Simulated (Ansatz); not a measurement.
## Electronic structure of B2ClHOSi (SMILES ClBB1[O+]=[Si-]1) in real space

Input file:

```
crystal:
  periodic: [false, false, false]
  atoms:
    - {symbol: B, position_ang: [0.865492, 0.539450, -0.338634]}
    - {symbol: B, position_ang: [0.321876, 2.098875, -0.399828]}
    - {symbol: Cl, position_ang: [0.784263, 3.111539, -1.760824]}
    - {symbol: O, position_ang: [0.529428, -0.728395, -0.678794]}
    - {symbol: Si, position_ang: [2.106258, -0.933951, 0.065058]}
    - {symbol: H, position_ang: [-0.277920, 2.637867, 0.499215]}
basis:
  gaussian:
    orbitals: def2-TZVPD
hamiltonian:
  xc: {name: PBE0}
output: {forces: true, orbitals: {seedname: orbitals}}
```

Launched as:

```sh
ansatz run input.yaml --threads 1 --pin off --max-ram 2610MiB --events-out events.jsonl --progress --plain --runs-dir runs
```

Geometry: PBE0-D3(BJ)/def2-SVP.

The calculation used isolated molecule in a Gaussian basis; Kohn-Sham density functional theory, functional PBE0 in Ansatz.

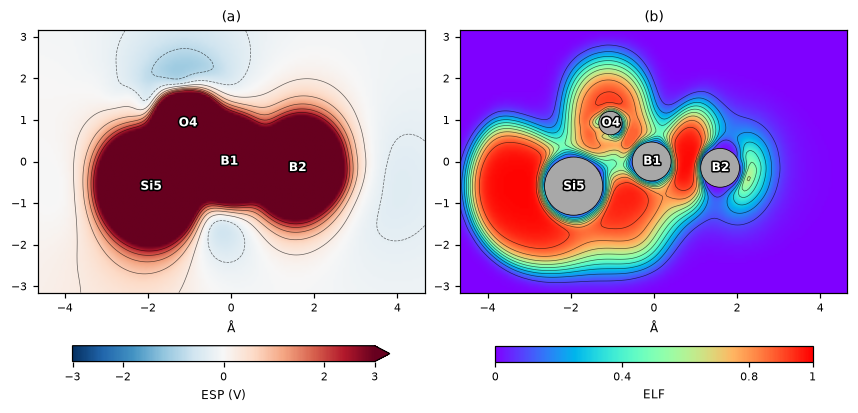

Figure 1. (a) molecular electrostatic potential; (b) electron localisation function on the plane of atoms B1, Si5 and O4. Grey discs cover the atomic cores in the ELF map.

What do the fields say about this system?

- The plane passes through B, O and Si nuclei.
- B–O (1.36 Å): the ELF peaks at about 0.85 between the atoms; a polar covalent bond.
- B–B (1.65 Å): the ELF peaks at about 1 between the atoms (a covalent bond).
- Si–O (1.76 Å): the ELF peaks at about 0.80 between the atoms: a polar covalent bond.
- Si–B (1.97 Å): the ELF peaks at about 0.65 between the atoms.
- The ELF also peaks beside Si5 and O4, away from the bonds: lone-pair regions.
- Outside the dense part of the molecule the potential is most negative (−1.1 V) near O4.

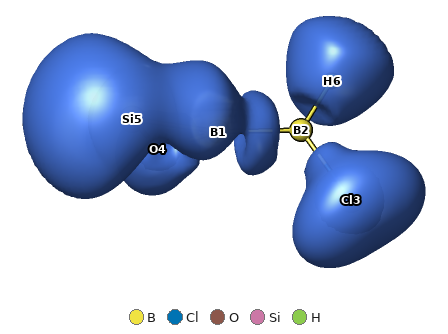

Figure 2. Isosurface of the ELF at 0.75 (blue), seen at a tilt. Core shells and regions of very low density are left out.

Identify the bonds, lone pairs and shells in this picture.

The surface consists of one region around a hydrogen nucleus, one region on Cl in which the atom's valence shell and bonds are merged, one region on O in which the atom's valence shell and bonds are merged and one joined region spread over several atoms (B, Si), in which their bonds and any lone pairs are merged.

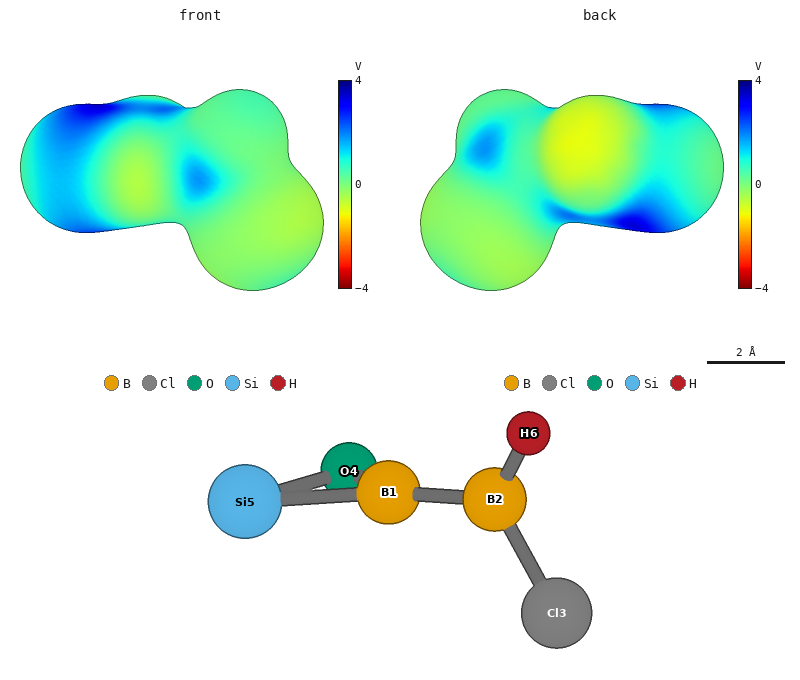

Figure 3. The electrostatic potential painted on the density surface at 0.004 e/bohr³, seen from the front and from behind; red is negative and blue positive. The bare structure is drawn below in the same view.

Describe the electrostatic potential map.

The most negative region (about −1.0 V) lies over O4, the most positive (about +3.2 V) over Si5. Cl3 shows a σ-hole: about +0.5 V at the tip opposite its bond, against about −0.3 V on its flanks. O4 is the likeliest acceptor of a hydrogen bond.

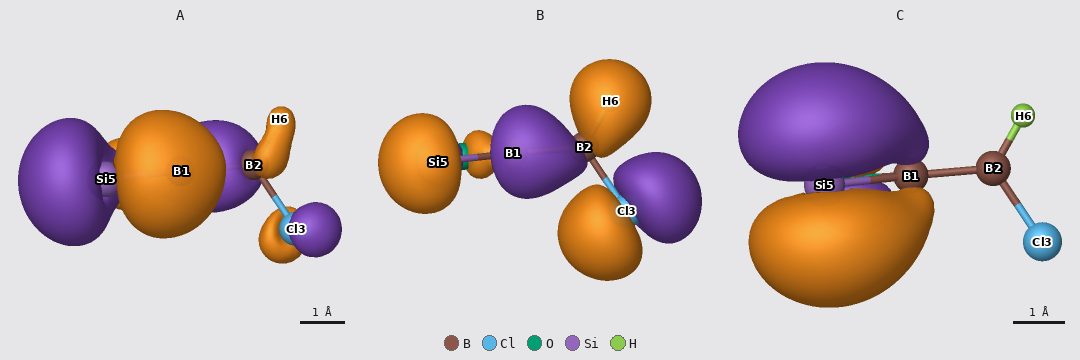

Figure 4. Three frontier orbitals at ±0.08 Å⁻³ᐟ² (orange and purple are the two phases), in no order.

Which picture is the HOMO−1, the HOMO and the LUMO?

B is the HOMO−1 (−8.35 eV). It lies mainly on Cl3 (about 50 %), B2 (about 15 %), B1 (about 10 %), H6 (about 10 %) and Si5 (about 10 %). A is the HOMO (−6.34 eV). By Hirshfeld shares it lies mainly on Si5 (about 45 %), B1 (about 30 %), O4 (about 10 %) and B2 (about 10 %). C is the LUMO (−2.94 eV). Its weight (Hirshfeld) is mainly on Si5 (about 75 %), O4 (about 10 %) and B1 (about 10 %).

What is the HOMO–LUMO gap?

3.40 eV between the orbital energies.
